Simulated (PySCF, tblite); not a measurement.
**C3H12B2N2: geometry, infrared bands and NMR shifts**

Aim: predict the infrared bands and NMR shifts of C3H12B2N2 (`C=C[B@@H-]1[NH2+][BH2-][N@H+]1C`).

Computed with tblite 0.8.0 and PySCF 2.14.0, with density-fitted response routines of our own, on a single molecule in the gas phase. Atoms are numbered from 0 throughout.

### Step 1. The starting structure

19 atoms, charge 0, multiplicity 1; geometry from: force field or distance geometry start.

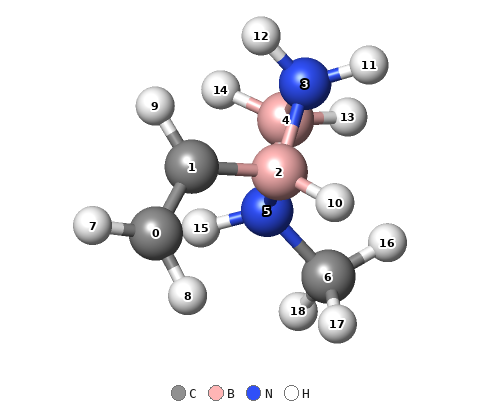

As it starts; carbon grey, boron pink, nitrogen blue, hydrogen white, atoms numbered; sticks join atoms by distance.

### Step 2. Relaxing the molecule with GFN2-xTB

What the job is given:

```
{"job": {"kind": "relax", "xc": "GFN2-xTB", "basis": "xTB"}, "charge": 0, "multiplicity": 1}
C      2.641700    -0.688800     0.036700
C      1.748600     0.306700     0.161800
B      0.362000     0.309800    -0.514200
N     -0.371300     1.618700    -0.255600
B     -1.315200     0.846100     0.668200
N     -0.648600    -0.491400     0.314900
C     -1.464400    -1.408400    -0.426000
H      3.615800    -0.632900     0.554700
H      2.428100    -1.553900    -0.565100
H      2.029100     1.142600     0.801000
H      0.406100     0.048800    -1.654700
H     -0.851200     2.051800    -1.060200
H      0.222300     2.286100     0.271600
H     -2.445800     0.922300     0.306700
H     -1.118400     1.100600     1.813000
H     -0.220100    -0.919000     1.203100
H     -2.275200    -0.816500    -0.871500
H     -0.865100    -1.997200    -1.130400
H     -1.888300    -2.116100     0.338800
```

Started as:

```bash
OMP_NUM_THREADS=1 python probes_run.py task.json out
```

The driver reads the jobs from task.json and runs them one after another.

**Question.** This job is followed by: GFN2-xTB harmonic vibrations, gas phase; GIAO PBE0/pcSseg-1 NMR shielding, non-relativistic, gas phase. What will the session give for the following? strongest single infrared mode (GFN2-xTB); zero-point energy (GFN2-xTB); ¹³C shifts against TMS (PBE0/pcSseg-1); ¹H shifts against TMS (PBE0/pcSseg-1, means over atoms taken as alike); ¹¹B shifts against BF3·OEt2 (PBE0/pcSseg-1); ¹⁵N shifts against NH3 (PBE0/pcSseg-1).

The runs gave:

| quantity | value |
| --- | --- |
| strongest single infrared mode (GFN2-xTB) | 2479 cm⁻¹, 227 km/mol |
| zero-point energy (GFN2-xTB) | 101.3 kcal/mol |
| ¹³C shifts against TMS (PBE0/pcSseg-1) | 160.1, 122.7, 40.8 ppm |
| ¹H shifts against TMS (PBE0/pcSseg-1, means over atoms taken as alike) | 6.70, 5.73, 5.34, 3.41, 3.17, 3.01, 2.59, 1.88, 1.64, 1.38 ppm |
| ¹¹B shifts against BF3·OEt2 (PBE0/pcSseg-1) | -9.2, -13.2 ppm |
| ¹⁵N shifts against NH3 (PBE0/pcSseg-1) | 35.6, 28.9 ppm |

**Reading.** The optimisation took 160 steps and gained 0.636 eV; among the close pairs (by a distance rule), B2–N3 changed most, from 1.522 to 1.591 Å. All 51 modes are real, so the xTB geometry is a minimum. The strongest single mode, at 2479 cm⁻¹, moves mainly H14. Unscaled tight-binding wavenumbers are off by several per cent, some by more. Its intensities can rank the bands wrongly. C1 (alkene CH) lies farthest downfield among carbon, at 160.1 ppm; as expected for a trigonal carbon in a double bond. The most deshielded hydrogen is H9 (hydrogen on an alkene CH), at 6.70 ppm: attached to an sp2 carbon and in the plane of the double bond. At PBE0/pcSseg-1: The largest span, 270 ppm, is at C1, where the paramagnetic term is -233 ppm.
